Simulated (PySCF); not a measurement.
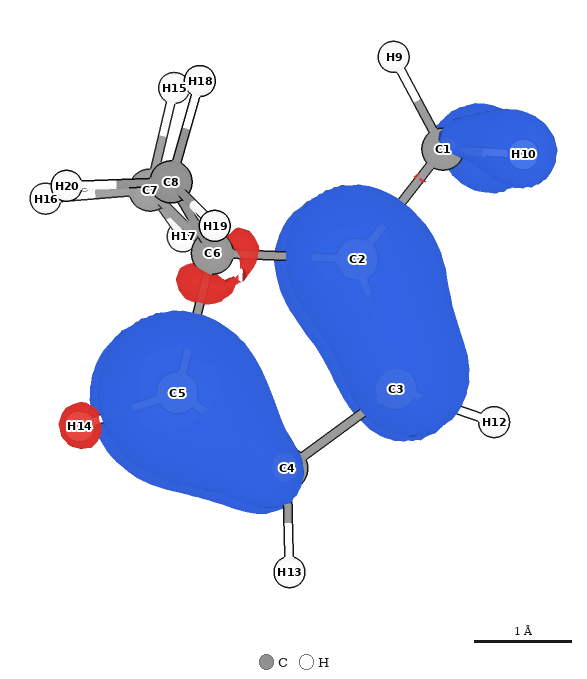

Figure. C8H12 (SMILES C[C+]1[CH]C=CC1(C)C) (charge +1, doublet). Isosurfaces of the spin density at +0.02 (blue) and −0.02 e/Å³ (red), seen across its widest extent.

Geometry: GFN2-xTB.

These are results of UKS B3LYP, pcH-1 on C H, non-relativistic, mean-field spin-orbit, GIAO (PySCF), not measurements.

```xyz
20

C    -1.3092    1.6810    0.0804
C    -0.8628    0.3224   -0.1720
C    -1.6492   -0.7110   -0.6900
C    -0.8923   -1.8917   -0.7694
C     0.3813   -1.6430   -0.3057
C     0.5197   -0.2135    0.0982
C     0.8966   -0.0893    1.5822
C     1.5746    0.4809   -0.7806
H    -0.5072    2.3453    0.3888
H    -1.8230    2.0850   -0.7976
H    -2.0845    1.6758    0.8567
H    -2.6807   -0.6166   -0.9834
H    -1.2584   -2.8344   -1.1364
H     1.1848   -2.3553   -0.2390
H     1.0224    0.9558    1.8521
H     1.8377   -0.6009    1.7676
H     0.1308   -0.5303    2.2155
H     1.6510    1.5322   -0.5165
H     1.3175    0.3986   -1.8338
H     2.5458    0.0198   -0.6202
```

Q: Describe the spin distribution.

A: The unpaired spin (1 electron) lies mostly on C5 (about 0.3), C2 (about 0.3), C3 (about 0.2) and C4 (about 0.1), in electrons by Hirshfeld's partition.
